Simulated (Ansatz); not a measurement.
## MgPbS3 (model cell, started as cubic perovskite with Pb in the octahedra): following an unstable mode

Wanted: the energy along a soft mode of MgPbS3 (model cell, started as cubic perovskite with Pb in the octahedra) and the structure at the end.

Calculated with Ansatz 0.2.0; DFT PBEsol, scalar-relativistic, plane waves, PAW; PAW set soft_1.

The structure was built from a prototype and need not be the compound's stable phase.

## Step 1: Starting point

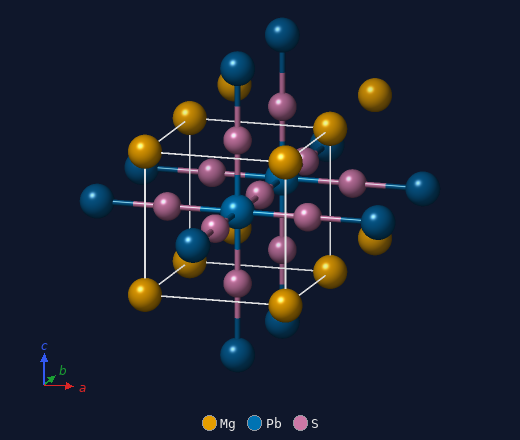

The cell as given, slightly off an axis (magnesium orange, lead blue, sulfur pink). 1×2×1 cells are drawn. Some periodic images of atoms are drawn too.

## Step 2: Response at finite wavevector

The cell comes from relaxations at this level that are not shown. Stability and thermal properties need the whole zone. Linear response on a 2×2×2 q mesh gives force constants as far as a supercell of that size would.

Input file input.yaml:

```yaml
crystal:
  lattice:
    - [5.0694638885, 0.0, 0.0]
    - [0.0, 5.0694638885, 0.0]
    - [0.0, 0.0, 5.0694638885]
  atoms:
    - { symbol: Mg, position: [0.0, 0.0, 0.0] }
    - { symbol: Pb, position: [0.5, 0.5, 0.5] }
    - { symbol: S, position: [0.5, 0.5, 0.0] }
    - { symbol: S, position: [0.5, 0.0, 0.5] }
    - { symbol: S, position: [0.0, 0.5, 0.5] }
kpoints:
  mp_grid: { grid: [8, 8, 8] }
hamiltonian:
  xc: pbesol
  pseudopotentials: { kind: paw, azcp: { folder: soft_1 }, xc_functional: pbe }
scf:
  occupations: { method: methfessel_paxton, width: 0.2 }
output:
  eigenvalues: true
phonons:
  method: dfpt
  qmesh: [2, 2, 2]
  temperatures: { t_max: 1000, t_step: 50 }
  qpath:
    path:
      - [[0.0, 0.0, 0.0], [0.0, 0.5, 0.0], [0.5, 0.5, 0.0], [0.0, 0.0, 0.0], [0.5, 0.5, 0.5], [0.0, 0.5, 0.0]]
      - [[0.5, 0.5, 0.5], [0.5, 0.5, 0.0]]
    npoints: 10
```

Command:

```sh
ansatz run input.yaml --threads 8 --pin off --max-ram 16384MiB --backend cpu --events-out ev --progress --plain --runs-dir out
```

Numbers of over 12 decimals in the logs are rounded to 6 here.

What it wrote:

```text
Engine: ansatz 0.2.0, aarch64-unknown-linux-gnu
Pseudopotentials: kind: paw
Pseudopotential: Mg, paw, valence charge 10, recommended cutoff 420 eV (normal), soft_1/Mg.paw.azcp
Pseudopotential: Pb, paw, valence charge 14, recommended cutoff 420 eV (normal), soft_1/Pb.paw.azcp
Pseudopotential: S, paw, valence charge 6, recommended cutoff 420 eV (normal), soft_1/S.paw.azcp
Functional definition: PBEsol
  exchange = pbesol_x
  correlation = pbesol_c
Crystal: 5 atoms, lattice volume = 130.283 Å³
Basis set: ecut = 420 eV, 2517 PW (Γ), exchange–correlation on 72×72×72 points (8 copies of the dense FFT grid, shifted against one another)
Bands: 26, of which v1, the nominal top of the filled ones, is band 21 counted from 1 (20 counted from 0)
Symmetry: 48 space group operations
k-points: 35 of 512
Non-local potential: Mg, projectors of the file, l = 0: 3, l = 1: 2, l = 2: 1
Non-local potential: Pb, projectors of the file, l = 0: 2, l = 1: 2, l = 2: 2, l = 3: 1
Non-local potential: S, projectors of the file, l = 0: 2, l = 1: 2, l = 2: 1
PAW form: soft (Blöchl's): semilocal exchange-correlation on the pseudo side does not see the compensation charge
PAW frozen core: Mg, regenerated for the run's functional, and the local potential with it (the file was generated under x = pbe(κ = 0.804, μ = 0.219515), c = pbe(β = 0.066725))
PAW frozen core: Pb, regenerated for the run's functional, and the local potential with it (the file was generated under x = pbe(κ = 0.804, μ = 0.219515), c = pbe(β = 0.066725))
PAW frozen core: S, regenerated for the run's functional, and the local potential with it (the file was generated under x = pbe(κ = 0.804, μ = 0.219515), c = pbe(β = 0.066725))
PAW one-centre angular grid: Mg, 110 points (default); XC on 64 Gauss nodes
PAW one-centre angular grid: Pb, 590 points (default); XC on 64 Gauss nodes
PAW one-centre angular grid: S, 110 points (default); XC on 64 Gauss nodes
Initial density: superposition of atomic densities (chi_scale 0.1, normalization cell, long waves kept (reshape's long-wave potential 0.01 eV rms))
Initial wavefunctions: pseudopotential atomic-orbital guess
Functional: x = pbesol(κ = 0.804, μ = 0.123457), c = pbesol(β = 0.046)
SCF iter   1: F=—  HF=-16323.170799 eV  |F-HF|=—  |Δ(HF+E_count)|=         —  Δρ=3.53e-2  dr2=2.12e0  ethr=3.10e-3  ⟨swp⟩=7.1  Hψ=4881  notcnv=0
preconditioner: auto → Kerker (q_TF=auto, 2.259 Å⁻¹)  [metal: Δε(μ)=0.014 eV  Ē_g=11.219 eV  σ=0.200 eV  W_gap=0.06  n_scr=26 (ndim 8)  ℏωp=19.0 eV  f_vac=0.000  D(μ)=3.49/eV (n_scr^D=26)]
SCF iter   2: F=—  HF=-16322.723724 eV  |F-HF|=—  |Δ(HF+E_count)|=   4.47e-1  S|Δr|=    0.00e0  Δρ=1.92e-2  dr2=6.02e-1  ethr=3.10e-3  ⟨swp⟩=3.3  Hψ=1989  notcnv=0  defer=10
SCF iter   3: F=—  HF=-16322.629833 eV  |F-HF|=—  |Δ(HF+E_count)|=   9.39e-2  S|Δr|=    0.00e0  Δρ=4.22e-3  dr2=4.25e-2  ethr=1.43e-3  ⟨swp⟩=2.3  Hψ=1415  notcnv=0  defer=10
SCF iter   4: F=—  HF=-16322.631406 eV  |F-HF|=—  |Δ(HF+E_count)|=   1.57e-3  S|Δr|=    0.00e0  Δρ=1.30e-3  dr2=5.75e-3  ethr=1.01e-4  ⟨swp⟩=2.7  Hψ=1679  notcnv=0  defer=9
SCF iter   5: F=—  HF=-16322.630603 eV  |F-HF|=—  |Δ(HF+E_count)|=   8.03e-4  S|Δr|=    0.00e0  Δρ=4.83e-4  dr2=7.71e-4  ethr=1.37e-5  ⟨swp⟩=1.5  Hψ=948  notcnv=0  defer=9
SCF iter   6: F=—  HF=-16322.630322 eV  |F-HF|=—  |Δ(HF+E_count)|=   2.81e-4  S|Δr|=    0.00e0  Δρ=1.85e-4  dr2=3.11e-5  ethr=1.83e-6  ⟨swp⟩=2.0  Hψ=1490  notcnv=0  defer=9
SCF iter   7: F=—  HF=-16322.630327 eV  |F-HF|=—  |Δ(HF+E_count)|=   4.45e-6  S|Δr|=    0.00e0  Δρ=3.65e-5  dr2=1.92e-6  ethr=7.39e-8  ⟨swp⟩=2.1  Hψ=1644  notcnv=0  defer=9
SCF iter   8: F=—  HF=-16322.630329 eV  |F-HF|=—  |Δ(HF+E_count)|=   1.93e-6  S|Δr|=    0.00e0  Δρ=1.34e-5  dr2=3.98e-7  ethr=4.57e-9  ⟨swp⟩=2.0  Hψ=1595  notcnv=0  defer=10
SCF iter   9: F=—  HF=-16322.630329 eV  |F-HF|=—  |Δ(HF+E_count)|=   1.81e-7  S|Δr|=    0.00e0  Δρ=3.99e-6  dr2=5.79e-8  ethr=9.49e-10  ⟨swp⟩=2.7  Hψ=1594  notcnv=0  defer=10
SCF iter  10: F=—  HF=-16322.630329 eV  |F-HF|=—  |Δ(HF+E_count)|=   1.90e-9  S|Δr|=    0.00e0  Δρ=1.43e-6  dr2=5.04e-9  ethr=1.38e-10  ⟨swp⟩=2.7  Hψ=1670  notcnv=0  defer=10
SCF iter  11: F=—  HF=-16322.630329 eV  |F-HF|=—  |Δ(HF+E_count)|=  3.27e-10  S|Δr|=    0.00e0  Δρ=3.30e-7  dr2=1.31e-10  ethr=1.20e-11  ⟨swp⟩=2.4  Hψ=1459  notcnv=0  defer=10
SCF iter  12: F=—  HF=-16322.630329 eV  |F-HF|=—  |Δ(HF+E_count)|=  5.82e-11  S|Δr|=    0.00e0  Δρ=9.82e-8  dr2=1.70e-11  ethr=1.00e-12  ⟨swp⟩=2.3  Hψ=1400  notcnv=0  defer=10
SCF iter  13: F=-16322.630329 eV  HF=-16322.630329 eV  |F-HF|=1.82e-12  |Δ(HF+E_count)|=  5.46e-12  S|Δr|=    0.00e0  Δρ=2.68e-8  dr2=1.05e-12  ethr=1.00e-12  ⟨swp⟩=10.3  Hψ=4931  notcnv=0
SCF 1 converged in 13 iterations: F = -16322.630329 eV  dr2 = 1.05e-12
  greatest PAW one-centre occupation: 1.000 electrons in one spin orbital (limit 2), on the Mg atom at site 0 (counted from 0), in its partial waves of l = 0
Initial density: read from a saved state, or passed on in memory by an earlier SCF of this step, an earlier step, the calling program or the single point that the run made first
iter 1 solved again at ethr=3.21e-8 eV; its pass at ethr=3.10e-3 eV (dr2=1.35e-5 eV) is discarded
SCF iter   1: F=—  HF=-16322.630328 eV  |F-HF|=—  |Δ(HF+E_count)|=         —  Δρ=4.98e-7  dr2=3.29e-10  ethr=3.21e-8  ⟨swp⟩=4.9  Hψ=8075  notcnv=0
eigensolver tolerance schedule: the retry pair's looser diagonalisation over-reported the residual by 40913.10 of it (diagonalisation noise at 0.73 of the residual, at the tolerance the schedule requests for it); recorded, not acted on — ethr = c·dr2/N_el stays at c = 1.0e-1
preconditioner: auto → Kerker (q_TF=auto, 2.259 Å⁻¹)  [metal: Δε(μ)=0.016 eV  Ē_g=11.499 eV  σ=0.200 eV  W_gap=0.07  n_scr=26 (ndim 8)  ℏωp=19.0 eV  f_vac=0.000  D(μ)=3.14/eV (n_scr^D=18)]
SCF iter   2: F=—  HF=-16322.630329 eV  |F-HF|=—  |Δ(HF+E_count)|=   9.11e-7  S|Δr|=    0.00e0  Δρ=2.39e-7  dr2=6.11e-11  ethr=1.00e-12  ⟨swp⟩=5.1  Hψ=2856  notcnv=0
SCF iter   3: F=—  HF=-16322.630329 eV  |F-HF|=—  |Δ(HF+E_count)|=  1.82e-11  S|Δr|=    0.00e0  Δρ=1.54e-7  dr2=2.73e-11  ethr=1.00e-12  ⟨swp⟩=1.0  Hψ=910  notcnv=0
SCF iter   4: F=—  HF=-16322.630329 eV  |F-HF|=—  |Δ(HF+E_count)|=    0.00e0  S|Δr|=    0.00e0  Δρ=8.86e-8  dr2=1.03e-11  ethr=1.00e-12  ⟨swp⟩=1.0  Hψ=910  notcnv=0
SCF iter   5: F=-16322.630329 eV  HF=-16322.630329 eV  |F-HF|=1.82e-12  |Δ(HF+E_count)|=  1.82e-12  S|Δr|=    0.00e0  Δρ=5.84e-8  dr2=4.67e-12  ethr=1.00e-12  ⟨swp⟩=5.4  Hψ=2671  notcnv=0
SCF 2 converged in 5 iterations: F = -16322.630329 eV  dr2 = 4.67e-12
phonons: the bands overlap, so this run is a metal and interpolates without the dipole-dipole term. If the crystal is really an insulator or semiconductor, its LO-TO splitting is missing
NSCF: frozen V_eff on 35 k-points
NSCF: frozen V_eff on 125 k-points
DFPT response loops at q = (0, 0, 0) (fractional): preconditioner auto → Kerker (q_TF=auto, 2.259 Å⁻¹) (partly filled bands, converged f_vac=0.000); β = 1.00, the filter's whole step (`scf.mixing.beta` (0.50) is not read by the response loops under this deck's `scf.mixing.preconditioner`; to damp them name `kerker` or `kerker_dos`, under which they read `scf.mixing.beta`, and type it under 1.00, their step now; both keys bind the ground state too); Broyden in place of MSR1
NSCF: frozen V_eff on 250 k-points
DFPT response loops at q = (0, 0, -0.5) (fractional): mixed as the last ones told, above
NSCF: frozen V_eff on 250 k-points
DFPT response loops at q = (0, -0.5, -0.5) (fractional): mixed as the last ones told, above
NSCF: frozen V_eff on 250 k-points
DFPT response loops at q = (-0.5, -0.5, -0.5) (fractional): mixed as the last ones told, above
SCF converged after 13 iterations
Stability not checked: this state was not tested for a lower state beside it, because cold or Methfessel-Paxton smearing, or corrected tetrahedra, fill the levels in a way that the test cannot read (fill_not_monotonic; see scf.lower_state_search)
Free energy (F): -16322.630329 eV
Harris-Foulkes:  -16322.630329 eV  (|F-HF|=1.82e-12)
Internal energy: -16322.625266 eV  (E = F + TS)
E sigma→0 (E₀):  -16322.629063 eV
Entropy (-TS):   -0.005063 eV (-1.013 meV/atom)
Fermi energy:    5.085758 eV
--- Per-component energies (eV) ---
  E_band       = -492.703096
  E_kinetic    = 678.163495
  E_local      = -3613.942748  (includes V_loc(G=0)·N_el)
  E_nonlocal   = 611.797421
  E_hartree    = 1301.019990
  E_xc         = -488.798525
  E_vxc        = -412.903264  (∫ρ·V_xc dr)
  E_paw        = -12319.098392  (= ΣΔE_a)
  E_vpaw       = -357.857775  (= ΣTr[D̂ρ^β])
  E_aug_tail   = -0.000161  (compensation charges beyond the density's cutoff)
  E_ewald      = -2492.073227
  E_core_change = 0.306881  (= ΣΔE_core)
  E_smearing   = -0.005063  (= −TS)
  E_closure    = -0.000000  (closes the sum)
  Σ components = -16322.630329   (vs F -16322.630329, Δ=0.00e0)
--- Band table (eV; the first three rows and the last of 35) ---
  k-point 0: bands = [... 17 lower, 4.1802, 4.1802, 4.2280, 4.2280, 4.2280, 4.8393, 10.5057, 10.5057, ... 1 higher]
  k-point 1: bands = [... 17 lower, 4.1139, 4.1139, 4.1605, 4.2186, 4.2186, 5.3948, 10.1691, 10.7226, ... 1 higher]
  k-point 2: bands = [... 17 lower, 3.9096, 3.9096, 4.0080, 4.2407, 4.2407, 6.2272, 9.4148, 10.3838, ... 1 higher]
  k-point 34: bands = [... 17 lower, 4.7321, 4.7768, 5.3349, 5.3349, 5.3349, 8.2922, 8.2922, 8.2922, ... 1 higher]
--- Phonons (Γ-DFPT): 4 representative perturbations + reference (Σ response iterations 12) ---
  ASR residual: 3.217e-5 → 0.000e0 eV/Å²; symmetrization residual: 9.680e-6 eV/Å²
  ASR residual per site (eV/Å²): 3.22e-5 1.08e-5 9.78e-6 9.78e-6 9.78e-6
  Γ frequencies (cm⁻¹): -199.19 -199.19 -199.19 -191.12 -191.12 -191.12 0.00 0.00 0.00 2.76 2.76 2.76 358.15 358.15 358.15
--- Phonons (arbitrary-q DFPT): 4 irreducible q on the 2×2×2 mesh ---
  q = [0.0000, 0.0000, 0.0000] (star 1, of the zone-centre solve; hermiticity 1.43e-6, symmetrization 9.70e-13): -199.19 -199.19 -199.19 -191.12 -191.12 -191.12 -0.00 0.00 0.00 2.76 2.76 2.76 358.15 358.15 358.15
  q = [0.0000, 0.0000, -0.5000] (star 3, 9 solved perturbations in 975 linear systems a pass and spin channel, the states on 125 of 512 k-point pairs; hermiticity 1.04e-6, symmetrization 1.39e-12): -201.20 -191.36 -191.36 -137.70 -137.70 -131.26 -122.15 -68.91 -68.91 28.14 28.14 132.50 329.63 359.68 359.68
  q = [0.0000, -0.5000, -0.5000] (star 3, 9 solved perturbations in 975 linear systems a pass and spin channel, the states on 125 of 512 k-point pairs; hermiticity 1.21e-6, symmetrization 9.87e-13): -204.37 -204.37 -185.56 -141.77 -137.31 -137.31 -60.69 -45.86 -45.86 40.93 133.81 133.81 312.08 348.88 360.80
  q = [-0.5000, -0.5000, -0.5000] (star 1, 4 solved perturbations in 350 linear systems a pass and spin channel, the states on 125 of 512 k-point pairs; hermiticity 6.63e-7, symmetrization 1.70e-12): -200.14 -200.14 -200.14 -190.90 -190.90 -190.90 100.75 100.75 100.75 134.28 134.28 134.28 310.84 310.84 374.23
  sum rule: each row above includes the acoustic sum rule's correction from the zone centre's row sums; it moved no ω² by more than (0.60 cm⁻¹)²
  mesh force constants: q→R imaginary residual 4.60e-18; ASR residual 3.217e-5 → 0.000e0 eV/Å²; symmetrization residual 1.243e-14 eV/Å²
  interpolated dispersion: 62 rows × 15 modes
  density of states and harmonic sums: on the 12×12×12 q-mesh, interpolated from the force constants of a 2×2×2 supercell (no non-analytic term)
  largest difference from the sums on the solved wave vectors: F 1.46e-2 eV, S 7.12e-5 and C_V 4.42e-5 eV/K
  zero-point energy: 0.083720 eV/cell   skipped modes (ω ≤ 0): 679, of them read as no rigid motion or as one in doubt: 676 (8.112e0 modes/cell left out, lowest -204.37 cm⁻¹)   left out of the sums: 5.41e-1 of the cell's modes: C_V's classical limit lies that fraction below 3 k_B per atom; for a crystal, a wire or a layer, F and S can be off by more, and a phonons.interpolated_qmesh denser along its periods is the remedy for the sampling
```

Wall time 2.2 min (8 threads of Arm Neoverse V1, shared host); peak memory 1.4 GiB.

The column dr2 measures how far the density is from self-consistency, as an energy; F and HF (Harris–Foulkes) agree once it is small.

This step gave:

```
volume per atom                                         : 26.06 Å³
gap on the k-mesh                                       : 0 eV
sum-rule residual before enforcement                    : 3.22e-5 eV/Å²
lowest frequency on the path                            : -204.4 cm⁻¹
point group                                             : m-3m
highest frequency on the path or at a solved wavevector : 374.2 cm⁻¹
highest optical mode at the zone centre (no LO-TO term) : 358.1 cm⁻¹
lowest optical zone-centre mode                         : -199.2 cm⁻¹
lowest mode on the q mesh (acoustic modes at Γ apart)   : -204.4 cm⁻¹
```

Frequencies (cm⁻¹) solved at each irreducible wavevector; negative means imaginary. Frequencies by wavevector, by row:

```csv
q in reciprocal lattice units,star,mode 1,mode 2,mode 3,mode 4,mode 13,mode 14,mode 15
0 0 0,1,-199.2,-199.2,-199.2,-191.1,358.1,358.1,358.1
0 0 -0.5,3,-201.2,-191.4,-191.4,-137.7,329.6,359.7,359.7
0 -0.5 -0.5,3,-204.4,-204.4,-185.6,-141.8,312.1,348.9,360.8
-0.5 -0.5 -0.5,1,-200.1,-200.1,-200.1,-190.9,310.8,310.8,374.2
```

Interpolated from a 2×2×2 q mesh. The phonon branches at the labelled points (cm⁻¹):

```csv
point,branch 1,branch 2,branch 3,branch 4,branch 12,branch 13,branch 14,branch 15
Γ,-199,-199,-199,-191,3,358,358,358
X,-201,-191,-191,-138,132,330,360,360
M,-204,-204,-186,-142,134,312,349,361
Γ,-199,-199,-199,-191,3,358,358,358
R,-200,-200,-200,-191,134,311,311,374
X,-201,-191,-191,-138,132,330,360,360
jump to R,-200,-200,-200,-191,134,311,311,374
M,-204,-204,-186,-142,134,312,349,361
```

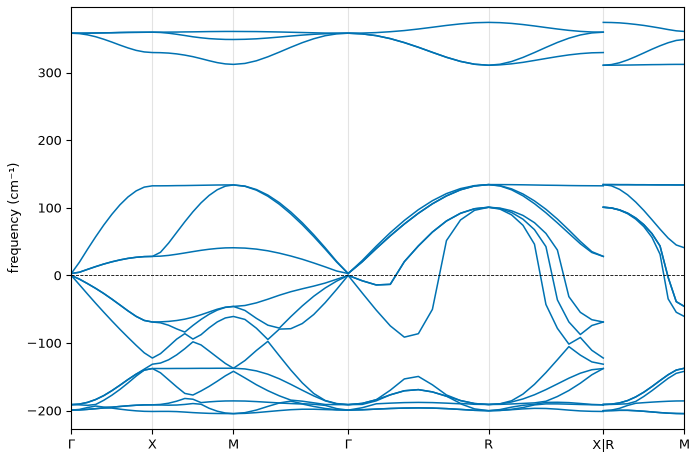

Phonon branches along the path.

Symmetry leaves 4 wavevectors to solve. The lowest mode among them, the acoustic zeros apart, lies at q = (0, -0.5, -0.5) and is imaginary, 204.4i cm⁻¹, so the energy falls along it.

## Step 3: The mode frozen in, largest atomic shift 0 Å

The mode followed lies at q = (0, 0, -0.5) with frequency 201.2i cm⁻¹, one of the unstable modes though not the softest. At small amplitude the distorted cell has space group no. 131 by a symmetry search on the positions. The undistorted cell that holds it gives the zero of energy on the same k mesh.

System of this step: MgPbS3 (model cell, started as cubic perovskite with Pb in the octahedra). It takes space group Pm-3m (No. 221, cubic). The conventional cell has a = 5.069 Å, b = 5.069 Å, c = 5.069 Å, α = 90.00°, β = 90.00°, γ = 90.00°. Nearest to Mg lie 12 S at 3.58 Å. Nearest to Pb lie 6 S at 2.53 Å. Nearest to S lie 2 Pb at 2.53 Å. Nearest to S lie 2 Pb at 2.53 Å. Farther neighbours and most contacts between anions are not listed.

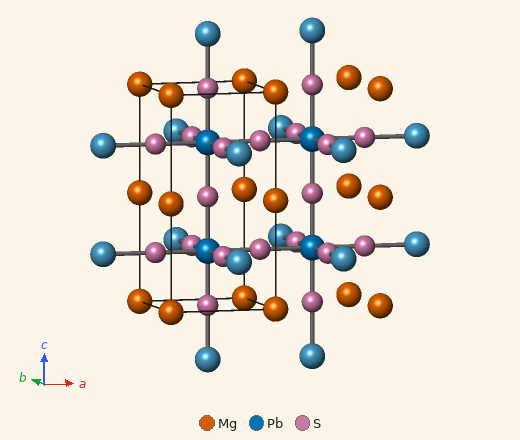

The cell of this step (magnesium orange, lead blue, sulfur pink). 2×1×1 cells are drawn. Some periodic images of atoms are drawn too.

Input file input.yaml:

```yaml
crystal:
  lattice:
    - [5.0694638885, 0.0, 0.0]
    - [0.0, 5.0694638885, 0.0]
    - [0.0, 0.0, 10.1389277771]
  atoms:
    - { symbol: Mg, position: [0.0, 0.0, 0.5] }
    - { symbol: Mg, position: [0.0, 0.0, 0.0] }
    - { symbol: Pb, position: [0.5, 0.5, 0.25] }
    - { symbol: Pb, position: [0.5, 0.5, 0.75] }
    - { symbol: S, position: [0.5, 0.5, 0.0] }
    - { symbol: S, position: [0.5, 0.5, 0.5] }
    - { symbol: S, position: [0.5, 0.0, 0.25] }
    - { symbol: S, position: [0.5, 0.0, 0.75] }
    - { symbol: S, position: [0.0, 0.5, 0.25] }
    - { symbol: S, position: [0.0, 0.5, 0.75] }
kpoints:
  mp_grid: { grid: [8, 8, 4] }
hamiltonian:
  xc: pbesol
  pseudopotentials: { kind: paw, azcp: { folder: soft_1 }, xc_functional: pbe }
scf:
  occupations: { method: methfessel_paxton, width: 0.2 }
output:
  forces: true
  stress: true
  eigenvalues: true
```

What it wrote:

```text
[...]
Crystal: 10 atoms, lattice volume = 260.565 Å³
Basis set: ecut = 420 eV, 5077 PW (Γ), exchange–correlation on 72×72×144 points (8 copies of the dense FFT grid, shifted against one another)
Bands: 52, of which v1, the nominal top of the filled ones, is band 42 counted from 1 (41 counted from 0)
Symmetry: 32 space group operations
[...]
k-points: 45 of 256
[...]
k-point 0: bands = [... 38 lower, 4.2280, 4.2280, 4.2280, 4.2776, 4.2776, 4.8393, 6.4079, 6.5272, ... 6 higher]
  k-point 1: bands = [... 38 lower, 4.1605, 4.2186, 4.2186, 4.2665, 4.2665, 5.1114, 5.3949, 6.9081, ... 6 higher]
  k-point 2: bands = [... 38 lower, 4.0080, 4.0080, 4.2407, 4.2407, 4.2407, 4.2407, 6.2272, 6.2272, ... 6 higher]
  k-point 44: bands = [... 38 lower, 4.7192, 4.7192, 5.3198, 5.3198, 5.5282, 5.5282, 8.1458, 8.1458, ... 6 higher]
[key lines of the parts left out:]
SCF converged after 8 iterations
Free energy (F): -32645.260658 eV
Fermi energy:    5.085749 eV
P = ⅓ Tr σ = 0.0010 GPa (0.010 kbar)
```

Elapsed: 5.1 s, on 8 threads; peak memory 1.1 GiB; 38 s of CPU time.

Numbers from this step:

```
pressure                         : 0.001042 GPa
energy from the undistorted cell : 0 meV/atom
```

The run ends at a pressure of 0.00 GPa.

## Step 4: The mode frozen in, largest atomic shift 0.6 Å

The atoms are moved along the unstable eigenvector, the largest shift by 0.6 Å, with the cell fixed.

input.yaml, the sections that differ from step 3:

```yaml
crystal:
  lattice:
    - [5.0694638885, 0.0, 0.0]
    - [0.0, 5.0694638885, 0.0]
    - [0.0, 0.0, 10.1389277771]
  atoms:
    - { symbol: Mg, position: [0.0, 0.0, 0.5] }
    - { symbol: Mg, position: [0.0, 0.0, 0.0] }
    - { symbol: Pb, position: [0.5, 0.5, 0.25] }
    - { symbol: Pb, position: [0.5, 0.5, 0.75] }
    - { symbol: S, position: [0.5, 0.5, 0.0] }
    - { symbol: S, position: [0.5, 0.5, 0.5] }
    - { symbol: S, position: [0.5, 0.0, 0.3091778552] }
    - { symbol: S, position: [0.5, 0.0, 0.6908221448] }
    - { symbol: S, position: [0.0, 0.5, 0.1908221448] }
    - { symbol: S, position: [0.0, 0.5, 0.8091778552] }
# kpoints, hamiltonian, scf, output: as in step 3
```

What it wrote:

```text
[...]
Crystal: 10 atoms, lattice volume = 260.565 Å³
Basis set: ecut = 420 eV, 5077 PW (Γ), exchange–correlation on 72×72×144 points (8 copies of the dense FFT grid, shifted against one another)
Bands: 52, of which v1, the nominal top of the filled ones, is band 42 counted from 1 (41 counted from 0)
Symmetry: 16 space group operations
[...]
k-points: 45 of 256
[...]
k-point 0: bands = [... 38 lower, 4.3632, 4.3632, 4.4380, 4.6200, 4.6200, 5.0242, 6.7222, 7.0289, ... 6 higher]
  k-point 1: bands = [... 38 lower, 4.3796, 4.3796, 4.5480, 4.6545, 4.6545, 5.4775, 5.8181, 6.8883, ... 6 higher]
  k-point 2: bands = [... 38 lower, 4.3881, 4.3881, 4.6825, 4.6825, 4.9600, 4.9600, 6.2256, 6.2256, ... 6 higher]
  k-point 44: bands = [... 38 lower, 4.8574, 4.8574, 4.8838, 4.8838, 6.8903, 6.8903, 7.3140, 7.3140, ... 6 higher]
[key lines of the parts left out:]
SCF converged after 10 iterations
Free energy (F): -32647.037298 eV
Fermi energy:    5.267007 eV
P = ⅓ Tr σ = -1.0374 GPa (-10.374 kbar)
```

Run time: 5.2 s. Hardware: 8 threads; peak memory 1.1 GiB; 39 s of CPU time.

Numbers from this step:

- pressure: -1.037 GPa
- energy from the undistorted cell: -177.8 meV/atom

The energy, extrapolated to zero smearing, is -177.76 meV/atom against the undistorted cell.

The run ends at a pressure of -1.04 GPa, with forces up to 0.84 eV/Å.

(Part 1 of 3 ends here.)

[Logs are printed without paths, hosts, clocks, repeated set-up lines and the standing remarks that a program may print on its own settings, such as how far it seeks lower states.]

[Hosts, paths, dates, database ids (printed as entryN), source tags and the programs' standing remarks are cut or masked in the printed files.]
